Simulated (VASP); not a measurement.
Here is the system:

```
CELL_PARAMETERS angstrom
      3.95351     0.00000     0.00000
     -1.97676     3.42384     0.00000
      0.00000     0.00000     5.02089
ATOMIC_POSITIONS crystal
  Cu 0.00000 0.00000 0.00000
  Te 0.33333 0.66667 0.27439
  Te 0.66667 0.33333 0.72561
```

These are PBEsol GGA, VASP's PBE PAW potentials (set 64) (plane waves; VASP) values and carry that method's errors. Run with 400 eV cut-off, 10×10×7 Γ-centred mesh, tetrahedra with Blöchl corrections, potentials Cu Te.

Unless said otherwise, spin-orbit coupling is left out, though it shifts the bands of the heavy elements here.

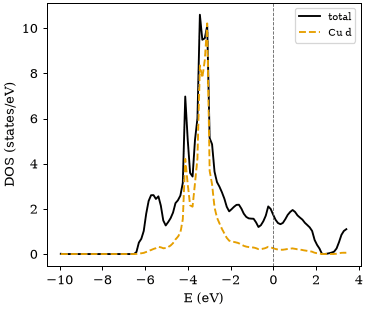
Total and projected density of states, zero at the Fermi level

Within 2 eV below the Fermi level the largest weight inside VASP's projection spheres is Te p, then Cu d.

It has no gap at this level: it comes out as a metal or semimetal.

The structure comes from a computed database's CuTe2 entry (P-3m1); how it stands against other phases isn't given here. It was relaxed first. The electron count is odd and the run is not spin-polarised, which forces a metal.
